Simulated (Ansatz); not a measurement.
# How fast states decay through MgZnAg2F6

Wanted: the relaxed cell of MgZnAg2F6, its band edges and its decay constants. It is built by putting Mg for part of the Zn in the ZnAgF3 structure of space group R-3, with the volume rescaled by atomic radii. The parent structure comes from the Materials Project.

Method: PBEsol DFT, plane waves, PAW files, in the first sound run; inputs show where later runs differ, in Ansatz 0.2.0.

The structure was built from a prototype and need not be the compound's stable phase.

## 1. Set-up

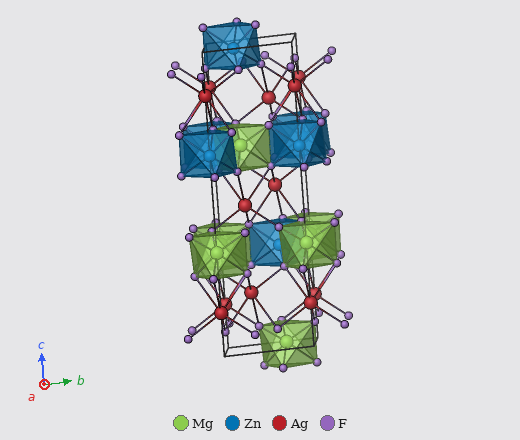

The starting structure, seen slightly off an axis (magnesium green, zinc blue, silver red, fluorine purple). This picture shows the conventional cell, with its axes. Some periodic images of atoms are drawn too.

## 2. Cell and atoms at rest

The substituted atoms don't fit the parent's cell, so cell and atoms relax together. A small smearing keeps the run stable in case the gap closes on the way.

Input file input.yaml:

```yaml
crystal:
  lattice:
    - [2.7427859683, 1.5835482171, 5.5152381061]
    - [-2.7427859683, 1.5835482171, 5.5152381061]
    - [0.0, -3.1670964343, 5.5152381061]
  atoms:
    - { symbol: Mg, position: [0.65941733, 0.65941733, 0.65941733] }
    - { symbol: Zn, position: [0.34058267, 0.34058267, 0.34058267] }
    - { symbol: Ag, position: [0.85689178, 0.85689178, 0.85689178] }
    - { symbol: Ag, position: [0.14310822, 0.14310822, 0.14310822] }
    - { symbol: F, position: [0.05967982, 0.45798783, 0.6921333] }
    - { symbol: F, position: [0.6921333, 0.05967982, 0.45798783] }
    - { symbol: F, position: [0.45798783, 0.6921333, 0.05967982] }
    - { symbol: F, position: [0.94032018, 0.54201217, 0.3078667] }
    - { symbol: F, position: [0.54201217, 0.3078667, 0.94032018] }
    - { symbol: F, position: [0.3078667, 0.94032018, 0.54201217] }
kpoints:
  mp_grid: { grid: [6, 6, 6] }
scf:
  occupations: { method: gaussian, width: 0.03 }
hamiltonian:
  xc: pbesol
output:
  forces: true
  stress: true
relax:
  f_tol: 0.02
  max_steps: 60
  cell: {}
```

Run with:

```bash
ansatz run input.yaml --threads 2 --pin off --max-ram 4096MiB --backend cpu --events-out ev --progress --plain --runs-dir out
```

Numbers of over 12 decimals in the logs are rounded to 6 here.

The log of the run:

```text
Engine: ansatz 0.2.0, aarch64-unknown-linux-gnu
Pseudopotentials: kind: paw
Pseudopotential: Mg, paw, valence charge 10, recommended cutoff 420 eV (normal), Mg.paw.azcp
Pseudopotential: Zn, paw, valence charge 12, recommended cutoff 420 eV (normal), Zn.paw.azcp
Pseudopotential: Ag, paw, valence charge 19, recommended cutoff 420 eV (normal), Ag.paw.azcp
Pseudopotential: F, paw, valence charge 7, recommended cutoff 420 eV (normal), F.paw.azcp
Functional definition: PBEsol
  exchange = pbesol_x
  correlation = pbesol_c
Crystal: 10 atoms, lattice volume = 143.727 Å³
Basis set: ecut = 420 eV, 2797 PW (Γ), exchange–correlation on 90×90×90 points (8 copies of the dense FFT grid, shifted against one another)
Bands: 62, of which v1, the nominal top of the filled ones, is band 51 counted from 1 (50 counted from 0)
Symmetry: 3 space group operations
Space group: R3 (ITA 146), of the structure as read, at distance tolerance 5.2e-5 Å
k-points: 40 of 216 (time reversal used)
Non-local potential: Mg, projectors of the file, l = 0: 3, l = 1: 2, l = 2: 1
Non-local potential: Zn, projectors of the file, l = 0: 2, l = 1: 2, l = 2: 3, l = 3: 1
Non-local potential: Ag, projectors of the file, l = 0: 3, l = 1: 2, l = 2: 2, l = 3: 1
Non-local potential: F, projectors of the file, l = 0: 2, l = 1: 2, l = 2: 1
PAW form: soft (Blöchl's): semilocal exchange-correlation on the pseudo side does not see the compensation charge
PAW frozen core: Mg, regenerated for the run's functional, and the local potential with it (the file was generated under x = pbe(κ = 0.804, μ = 0.219515), c = pbe(β = 0.066725))
PAW frozen core: Zn, regenerated for the run's functional, and the local potential with it (the file was generated under x = pbe(κ = 0.804, μ = 0.219515), c = pbe(β = 0.066725))
PAW frozen core: Ag, regenerated for the run's functional, and the local potential with it (the file was generated under x = pbe(κ = 0.804, μ = 0.219515), c = pbe(β = 0.066725))
PAW frozen core: F, regenerated for the run's functional, and the local potential with it (the file was generated under x = pbe(κ = 0.804, μ = 0.219515), c = pbe(β = 0.066725))
PAW one-centre angular grid: Mg, 110 points (default); XC on 64 Gauss nodes
PAW one-centre angular grid: Zn, 590 points (default); XC on 64 Gauss nodes
PAW one-centre angular grid: Ag, 590 points (default); XC on 64 Gauss nodes
PAW one-centre angular grid: F, 110 points (default); XC on 64 Gauss nodes
Initial density: superposition of atomic densities (neutral atoms: chi_scale 0, normalization atom), corrected by the library's trained network
Initial wavefunctions: pseudopotential atomic-orbital guess
Functional: x = pbesol(κ = 0.804, μ = 0.123457), c = pbesol(β = 0.046)
SCF iter   1: F=—  HF=-25043.859692 eV  |F-HF|=—  |Δ(HF+E_count)|=         —  Δρ=1.41e-2  dr2=1.86e-1  ethr=1.77e-3  ⟨swp⟩=6.1  Hψ=9434  notcnv=0  defer=8
preconditioner: auto → Resta (q_TF=auto, 2.577 Å⁻¹)  ε∞=4.8  [insulator: Δε(μ)=1.371 eV  Ē_g=13.969 eV  σ=0.030 eV  W_gap=1.00  n_scr=46 (ndim 8)  ℏωp=27.4 eV  f_vac=0.161  D(μ)=0.00/eV (n_scr^D=0)  ε∞_Penn≈4.8]
SCF iter   2: F=—  HF=-25043.805966 eV  |F-HF|=—  |Δ(HF+E_count)|=   5.37e-2  Δρ=2.43e-3  dr2=3.81e-3  ethr=1.82e-4  ⟨swp⟩=2.0  Hψ=4664  notcnv=0  defer=202
SCF iter   3: F=—  HF=-25043.805586 eV  |F-HF|=—  |Δ(HF+E_count)|=   3.79e-4  Δρ=9.80e-4  dr2=1.03e-3  ethr=3.73e-6  ⟨swp⟩=2.0  Hψ=3838  notcnv=0  defer=202
SCF iter   4: F=—  HF=-25043.805709 eV  |F-HF|=—  |Δ(HF+E_count)|=   1.23e-4  Δρ=4.91e-4  dr2=2.85e-4  ethr=1.01e-6  ⟨swp⟩=2.0  Hψ=4198  notcnv=0  defer=202
SCF iter   5: F=—  HF=-25043.805709 eV  |F-HF|=—  |Δ(HF+E_count)|=   8.06e-7  Δρ=1.18e-4  dr2=1.91e-5  ethr=2.80e-7  ⟨swp⟩=2.0  Hψ=3569  notcnv=0  defer=202
SCF iter   6: F=—  HF=-25043.805811 eV  |F-HF|=—  |Δ(HF+E_count)|=   1.02e-4  Δρ=4.53e-5  dr2=3.83e-6  ethr=1.87e-8  ⟨swp⟩=2.0  Hψ=3598  notcnv=0  defer=202
SCF iter   7: F=—  HF=-25043.805814 eV  |F-HF|=—  |Δ(HF+E_count)|=   3.23e-6  Δρ=1.52e-5  dr2=3.09e-7  ethr=3.75e-9  ⟨swp⟩=2.0  Hψ=3598  notcnv=0  defer=202
SCF iter   8: F=-25043.805815 eV  HF=-25043.805815 eV  |F-HF|=3.84e-8  |Δ(HF+E_count)|=   3.22e-7  Δρ=4.64e-6  dr2=3.21e-8  ethr=9.80e-11  ⟨swp⟩=4.0  Hψ=8285  notcnv=0
SCF 1 converged in 8 iterations: F = -25043.805815 eV  dr2 = 3.21e-8
  greatest PAW one-centre occupation: 1.000 electrons in one spin orbital (limit 2), on the Ag atom at site 2 (counted from 0), in its partial waves of l = 0
relax step   1: F+E_penalty+E_count = -25043.80581468 eV  Δ(F+E_penalty+E_count) = +0.000e0 eV  max|allowed force component| = 2.838e-1 eV/Å  Δτ_max = 0.0000 Å  P = -4.513 GPa  Ω = 143.727 Å³  (8 SCF iters, dr2 threshold 1.00e-7 eV, accepted)
Crystal: 10 atoms, lattice volume = 138.092 Å³
Basis set: ecut = 420 eV, 2707 PW (Γ), exchange–correlation on 90×90×90 points (8 copies of the dense FFT grid, shifted against one another)
Initial density: handed on by an earlier stage of this run
Initial wavefunctions: those handed on with the density
iter 1 solved again at ethr=5.41e-5 eV; its pass at ethr=3.10e-3 eV (dr2=5.52e-2 eV) is discarded
SCF iter   1: F=—  HF=-25043.951613 eV  |F-HF|=—  |Δ(HF+E_count)|=         —  Δρ=5.75e-3  dr2=5.52e-2  ethr=5.41e-5  ⟨swp⟩=2.5  Hψ=10262  notcnv=0
preconditioner: auto → Resta (q_TF=auto, 2.594 Å⁻¹)  ε∞=4.8  [insulator: Δε(μ)=1.518 eV  Ē_g=14.354 eV  σ=0.030 eV  W_gap=1.00  n_scr=46 (ndim 8)  ℏωp=27.9 eV  f_vac=0.145  D(μ)=0.00/eV (n_scr^D=0)  ε∞_Penn≈4.8]
SCF iter   2: F=—  HF=-25043.935113 eV  |F-HF|=—  |Δ(HF+E_count)|=   1.65e-2  Δρ=2.65e-3  dr2=8.10e-3  ethr=5.41e-5  ⟨swp⟩=2.1  Hψ=3938  notcnv=0
SCF iter   3: F=—  HF=-25043.932308 eV  |F-HF|=—  |Δ(HF+E_count)|=   2.80e-3  Δρ=1.17e-3  dr2=2.52e-3  ethr=7.94e-6  ⟨swp⟩=2.1  Hψ=3610  notcnv=0
SCF iter   4: F=—  HF=-25043.931568 eV  |F-HF|=—  |Δ(HF+E_count)|=   7.41e-4  Δρ=5.03e-4  dr2=3.31e-4  ethr=2.47e-6  ⟨swp⟩=2.1  Hψ=3779  notcnv=0
SCF iter   5: F=—  HF=-25043.931622 eV  |F-HF|=—  |Δ(HF+E_count)|=   5.41e-5  Δρ=1.99e-4  dr2=6.84e-5  ethr=3.24e-7  ⟨swp⟩=2.0  Hψ=3858  notcnv=0
SCF iter   6: F=—  HF=-25043.931640 eV  |F-HF|=—  |Δ(HF+E_count)|=   1.79e-5  Δρ=9.25e-5  dr2=1.05e-5  ethr=6.70e-8  ⟨swp⟩=2.0  Hψ=3745  notcnv=0
SCF iter   7: F=—  HF=-25043.931650 eV  |F-HF|=—  |Δ(HF+E_count)|=   1.04e-5  Δρ=3.90e-5  dr2=2.35e-6  ethr=1.03e-8  ⟨swp⟩=2.0  Hψ=3688  notcnv=0
SCF iter   8: F=-25043.931654 eV  HF=-25043.931653 eV  |F-HF|=6.12e-7  |Δ(HF+E_count)|=   3.14e-6  Δρ=1.11e-5  dr2=2.41e-7  ethr=9.80e-10  ⟨swp⟩=4.0  Hψ=8278  notcnv=0
SCF 2 converged in 8 iterations: F = -25043.931654 eV  dr2 = 2.41e-7
[...]
SCF iter   1: F=—  HF=-25043.992532 eV  |F-HF|=—  |Δ(HF+E_count)|=         —  Δρ=5.33e-3  dr2=2.42e-2  ethr=2.36e-5  ⟨swp⟩=2.8  Hψ=10404  notcnv=0
preconditioner: auto → Resta (q_TF=auto, 2.602 Å⁻¹)  ε∞=4.8  [insulator: Δε(μ)=1.491 eV  Ē_g=14.503 eV  σ=0.030 eV  W_gap=1.00  n_scr=34 (ndim 8)  ℏωp=28.2 eV  f_vac=0.143  D(μ)=0.00/eV (n_scr^D=0)  ε∞_Penn≈4.8]
SCF iter   2: F=—  HF=-25043.985117 eV  |F-HF|=—  |Δ(HF+E_count)|=   7.41e-3  Δρ=2.56e-3  dr2=5.77e-3  ethr=2.36e-5  ⟨swp⟩=2.9  Hψ=4183  notcnv=0
SCF iter   3: F=—  HF=-25043.983366 eV  |F-HF|=—  |Δ(HF+E_count)|=   1.75e-3  Δρ=8.35e-4  dr2=7.85e-4  ethr=5.66e-6  ⟨swp⟩=2.0  Hψ=4043  notcnv=0
SCF iter   4: F=—  HF=-25043.983156 eV  |F-HF|=—  |Δ(HF+E_count)|=   2.10e-4  Δρ=3.01e-4  dr2=1.32e-4  ethr=7.69e-7  ⟨swp⟩=2.0  Hψ=3960  notcnv=0
SCF iter   5: F=—  HF=-25043.983150 eV  |F-HF|=—  |Δ(HF+E_count)|=   6.03e-6  Δρ=1.49e-4  dr2=2.98e-5  ethr=1.30e-7  ⟨swp⟩=2.0  Hψ=3905  notcnv=0
SCF iter   6: F=—  HF=-25043.983148 eV  |F-HF|=—  |Δ(HF+E_count)|=   2.55e-6  Δρ=5.61e-5  dr2=4.11e-6  ethr=2.92e-8  ⟨swp⟩=2.0  Hψ=4004  notcnv=0
SCF iter   7: F=-25043.983152 eV  HF=-25043.983152 eV  |F-HF|=2.22e-7  |Δ(HF+E_count)|=   3.91e-6  Δρ=2.45e-5  dr2=6.88e-7  ethr=9.80e-10  ⟨swp⟩=4.0  Hψ=8394  notcnv=0
SCF 3 converged in 7 iterations: F = -25043.983152 eV  dr2 = 6.88e-7
relax step   3: F+E_penalty+E_count = -25043.98315200 eV  Δ(F+E_penalty+E_count) = -5.150e-2 eV  max|allowed force component| = 8.204e-2 eV/Å  Δτ_max = 0.0335 Å  P = +0.170 GPa  Ω = 135.583 Å³  energy of the carried Pulay correction = +3.130e-2 eV  (7 SCF iters, dr2 threshold 1.00e-6 eV, accepted)
[...]
relax step   4: F+E_penalty+E_count = -25043.98381160 eV  Δ(F+E_penalty+E_count) = -6.596e-4 eV  max|allowed force component| = 5.061e-2 eV/Å  Δτ_max = 0.0061 Å  P = +0.037 GPa  Ω = 135.786 Å³  energy of the carried Pulay correction = +3.049e-2 eV  (6 SCF iters, dr2 threshold 4.21e-7 eV, accepted)
[...]
relax step   5: F+E_penalty+E_count = -25043.98449738 eV  Δ(F+E_penalty+E_count) = -6.858e-4 eV  max|allowed force component| = 8.278e-3 eV/Å  Δτ_max = 0.0136 Å  P = -0.006 GPa  Ω = 135.816 Å³  energy of the carried Pulay correction = +3.037e-2 eV  (7 SCF iters, dr2 threshold 1.60e-7 eV, accepted)
[...]
relax step   6: F+E_penalty+E_count = -25043.96363101 eV  Δ(F+E_penalty+E_count) = +2.087e-2 eV  max|allowed force component| = 8.513e-3 eV/Å  Δτ_max = 0.0000 Å  P = -0.329 GPa  Ω = 135.816 Å³  stress off target by 3.56e-1 GPa  SCF on the basis re-selected at this cell (its energy is not comparable with the rows above)  (8 SCF iters)
[...]
relax step   7: F+E_penalty+E_count = -25043.96665788 eV  Δ(F+E_penalty+E_count) = -3.027e-3 eV  max|allowed force component| = 8.152e-3 eV/Å  Δτ_max = 0.0057 Å  P = +0.027 GPa  Ω = 135.204 Å³  energy of the carried Pulay correction = +2.345e-3 eV  (6 SCF iters, dr2 threshold 3.18e-7 eV, accepted)
iter 1 solved again at ethr=2.15e-7 eV; its pass at ethr=3.10e-3 eV (dr2=2.20e-4 eV) is discarded
SCF iter   1: F=—  HF=-25043.964525 eV  |F-HF|=—  |Δ(HF+E_count)|=         —  Δρ=5.41e-5  dr2=8.57e-7  ethr=2.15e-7  ⟨swp⟩=3.0  Hψ=15417  notcnv=0
preconditioner: auto → Resta (q_TF=auto, 2.603 Å⁻¹)  ε∞=4.8  [insulator: Δε(μ)=1.471 eV  Ē_g=14.534 eV  σ=0.030 eV  W_gap=1.00  n_scr=34 (ndim 8)  ℏωp=28.2 eV  f_vac=0.144  D(μ)=0.00/eV (n_scr^D=0)  ε∞_Penn≈4.8]
SCF iter   2: F=—  HF=-25043.964401 eV  |F-HF|=—  |Δ(HF+E_count)|=   1.24e-4  Δρ=2.49e-5  dr2=3.35e-7  ethr=8.40e-10  ⟨swp⟩=2.0  Hψ=4030  notcnv=0
SCF iter   3: F=—  HF=-25043.964402 eV  |F-HF|=—  |Δ(HF+E_count)|=   1.75e-7  Δρ=1.03e-5  dr2=7.86e-8  ethr=3.29e-10  ⟨swp⟩=2.0  Hψ=3106  notcnv=0
SCF iter   4: F=—  HF=-25043.964402 eV  |F-HF|=—  |Δ(HF+E_count)|=   6.72e-8  Δρ=2.28e-6  dr2=1.26e-8  ethr=7.71e-11  ⟨swp⟩=2.0  Hψ=3432  notcnv=0
SCF iter   5: F=—  HF=-25043.964402 eV  |F-HF|=—  |Δ(HF+E_count)|=   1.69e-8  Δρ=2.64e-6  dr2=6.81e-9  ethr=1.24e-11  ⟨swp⟩=2.0  Hψ=3856  notcnv=0
SCF iter   6: F=—  HF=-25043.964402 eV  |F-HF|=—  |Δ(HF+E_count)|=  2.69e-10  Δρ=3.03e-7  dr2=1.37e-10  ethr=6.68e-12  ⟨swp⟩=2.0  Hψ=3704  notcnv=0
SCF iter   7: F=-25043.964402 eV  HF=-25043.964402 eV  |F-HF|=2.18e-11  |Δ(HF+E_count)|=  2.62e-10  Δρ=1.48e-7  dr2=2.43e-11  ethr=1.00e-12  ⟨swp⟩=4.0  Hψ=8200  notcnv=0
SCF 8 converged in 7 iterations: F = -25043.964402 eV  dr2 = 2.43e-11
relax step   8: F+E_penalty+E_count = -25043.96440159 eV  Δ(F+E_penalty+E_count) = +2.256e-3 eV  max|allowed force component| = 8.205e-3 eV/Å  Δτ_max = 0.0000 Å  P = +0.007 GPa  Ω = 135.204 Å³  stress off target by 8.10e-3 GPa  SCF on the basis re-selected at this cell (its energy is not comparable with the rows above)  (7 SCF iters)
basis re-selected at this cell: Δ(F+E_penalty+E_count) = +2.256e-3 eV, ΔP = -0.020 GPa vs the last step (what re-selecting the basis moved, of the pressure what is left beyond the Pulay correction that the steps carried, after the strain that the cell walked since its last selection, with what the two solves' SCF thresholds leave and, on support functions, any second-order correction that the steps lacked; it is no m [...]
SCF converged after 7 iterations
Free energy (F): -25043.964402 eV
Harris-Foulkes:  -25043.964402 eV  (|F-HF|=2.18e-11)
Internal energy: -25043.964402 eV  (E = F + TS)
E sigma→0 (E₀):  -25043.964402 eV
Fermi energy:    6.437759 eV
--- Per-component energies (eV) ---
  E_band       = -1234.601440
  E_kinetic    = 2501.896641
  E_local      = -12630.638934  (includes V_loc(G=0)·N_el)
  E_nonlocal   = 1340.038682
  E_hartree    = 5189.763492
  E_xc         = -996.185862
  E_vxc        = -1157.313439  (∫ρ·V_xc dr)
  E_paw        = -10920.728268  (= ΣΔE_a)
  E_vpaw       = -1668.124153  (= ΣTr[D̂ρ^β])
  E_aug_tail   = 0.012399  (compensation charges beyond the density's cutoff)
  E_ewald      = -9529.878903
  E_core_change = 1.756351  (= ΣΔE_core)
  E_smearing   = -0.000000  (= −TS)
  E_closure    = -0.000000  (closes the sum)
  Σ components = -25043.964402   (vs F -25043.964402, Δ=0.00e0)
--- Forces (eV/Å), atoms counted from 1 ---
  atom   1  Mg    -0.00000000     0.00000000    -0.00820529
  atom   2  Zn     0.00000000     0.00000000    -0.00348902
  atom   3  Ag     0.00000000     0.00000000    -0.00125600
  atom   4  Ag    -0.00000000    -0.00000000     0.00474665
  atom   5  F     -0.00078437    -0.00061071    -0.00014136
  atom   6  F      0.00092107    -0.00037393    -0.00014136
  atom   7  F     -0.00013671     0.00098464    -0.00014136
  atom   8  F     -0.00268445    -0.00070511     0.00287569
  atom   9  F      0.00073158     0.00267735     0.00287569
  atom  10  F      0.00195287    -0.00197224     0.00287569
  max |Σ_I F_I| component: 6.79e-7 eV/Å
--- Stress (GPa, compression-positive) ---
        0.008096       0.000000       0.000000
       -0.000000       0.008096       0.000000
        0.000000       0.000000       0.005730
  P = ⅓ Tr σ = 0.0073 GPa (0.073 kbar)
--- Relaxed structure (6 steps of the walk, 6 accepted, 2 SCFs on fresh bases) ---
  F+E_penalty+E_count = -25043.96440159 eV   max|allowed force component| = 8.205e-3 eV/Å   (the final SCF, on the basis selected at the relaxed cell)
  cell:  # Å, volume = 135.2044 Å³
    - [2.666700, 1.539620, 5.488476]
    - [-2.666700, 1.539620, 5.488476]
    - [3.2843561034439536e-19, -3.079240, 5.488476]
  atoms:
    - { symbol: Mg, position: [0.660725, 0.660725, 0.660725] }
    - { symbol: Zn, position: [0.340084, 0.340084, 0.340084] }
    - { symbol: Ag, position: [0.855795, 0.855795, 0.855795] }
    - { symbol: Ag, position: [0.146258, 0.146258, 0.146258] }
    - { symbol: F, position: [0.052615, 0.453536, 0.697620] }
    - { symbol: F, position: [0.697620, 0.052615, 0.453536] }
    - { symbol: F, position: [0.453536, 0.697620, 0.052615] }
    - { symbol: F, position: [0.935927, 0.547386, 0.310055] }
    - { symbol: F, position: [0.547386, 0.310055, 0.935927] }
    - { symbol: F, position: [0.310055, 0.935927, 0.547386] }
```

It took 92 s on 2 threads of Arm Neoverse V2, shared host; peak memory 0.6 GiB.

Step by step:

```tsv
step	energy less that of the first step (eV)	largest force component (eV/Å)	pressure (GPa)	volume (Å³)
1	0.0000	0.2838	-4.51	143.73
2	-0.1258	0.2736	-1.74	138.09
3	-0.1773	0.0820	0.17	135.58
4	-0.1780	0.0506	0.04	135.79
5	-0.1787	0.0083	-0.01	135.82
6*	-0.1578	0.0085	-0.33	135.82
7	-0.1608	0.0082	0.03	135.20
8*	-0.1586	0.0082	0.01	135.20
```

Relaxation steps marked * repeat the geometry before them on a plane-wave basis chosen anew for their cell, so energy and pressure can jump there.

Forces are held to the 3 operations that the run works with; a distortion that breaks them can't arise in this run.

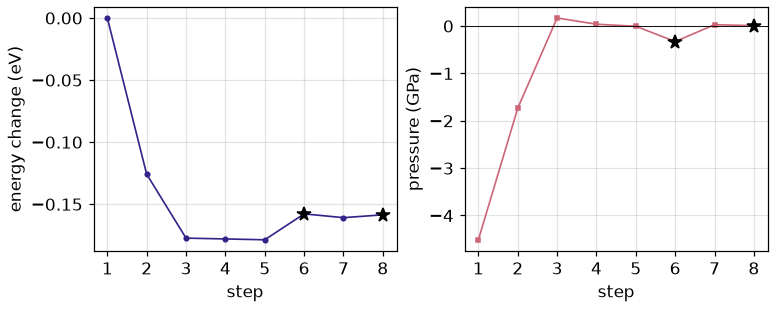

Energy and pressure along the relaxation. Stars mark steps on a basis chosen anew.

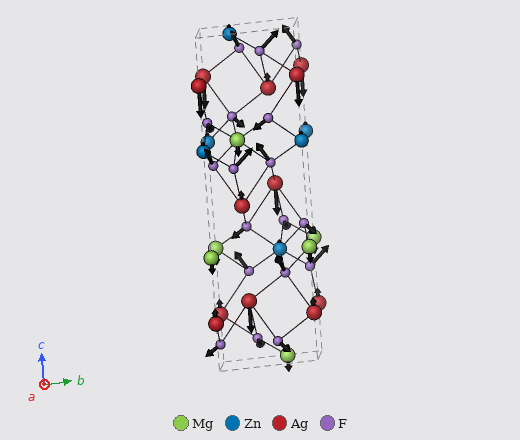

Displacements in the relaxation, exaggerated, measured against the changing cell; the longest in the cell stands for 0.05 Å. Bonds to atoms that aren't drawn are left out. Some periodic images of atoms are drawn too.

```tsv
conventional cell, symmetrised	before	after	change
a (Å)	5.486	5.333	-2.8 %
b (Å)	5.486	5.333	-2.8 %
c (Å)	16.546	16.465	-0.5 %
volume (Å³/atom)	14.37	13.52	-5.9 %
```

The atoms that moved most (Å, as changes of fractional coordinates times the final cell):

```tsv
atom	dx	dy	dz	length
Ag4	0.000	0.000	0.052	0.052
F7	-0.027	0.023	-0.033	0.048
F6	0.033	0.011	-0.033	0.048
F5	-0.007	-0.035	-0.033	0.048
F8	-0.026	-0.005	0.017	0.032
F9	0.008	0.025	0.017	0.032
F10	0.018	-0.020	0.017	0.032
Mg1	0.000	0.000	0.022	0.022
```

This step gave:

- free energy: -25043.9644 eV
- Fermi energy: 6.438 eV
- pressure: 0.007307 GPa

The largest force component on a free atom ends at 0.0082 eV/Å.

(Part 1 of 3 ends here.)

[Logs are printed without paths, hosts, clocks, repeated set-up lines and the standing remarks that a program may print on its own settings, such as how far it seeks lower states.]

[Hosts, paths, dates, database ids (printed as entryN), source tags and the programs' standing remarks are cut or masked in the printed files.]
